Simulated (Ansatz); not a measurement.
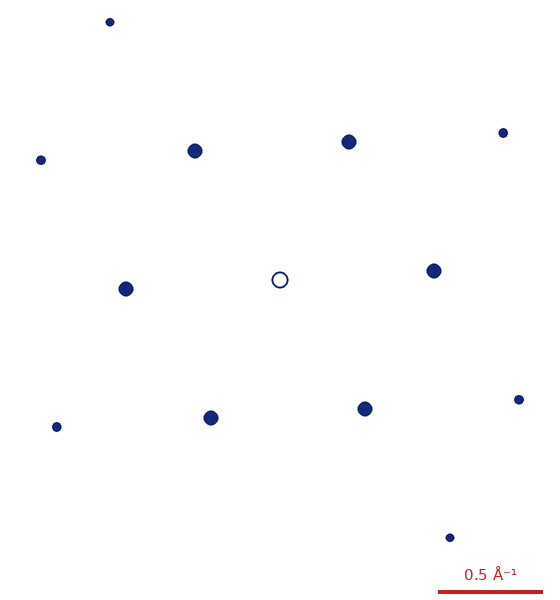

The pattern is a kinematic simulation for 120 kV electrons (no multiple scattering; isotropic B = 0.3 Å²).

It belongs to Rh, space group Fm-3m (No. 225), a = 3.80 Å. Structure: the input geometry of an electronic-structure calculation (not necessarily at equilibrium).

```cif
data_structure
_symmetry_space_group_name_H-M 'Fm-3m'
_symmetry_Int_Tables_number 225
_cell_length_a 3.8000
_cell_length_b 3.8000
_cell_length_c 3.8000
_cell_angle_alpha 90.000
_cell_angle_beta 90.000
_cell_angle_gamma 90.000
_cell_volume 54.87
loop_
_atom_site_label
_atom_site_type_symbol
_atom_site_symmetry_multiplicity
_atom_site_Wyckoff_symbol
_atom_site_fract_x
_atom_site_fract_y
_atom_site_fract_z
_atom_site_occupancy
Rh1 Rh 4 a 0.00000 0.00000 0.00000 1
```

Q: Determine the zone axis from the geometry of the pattern.

A: The spots form a hexagonal net with both shortest vectors at d = 1.34 Å, 60.0° apart. They index as -2 2 0 and -2 0 2, so the zone axis is [111] (or an equivalent direction of <111>).
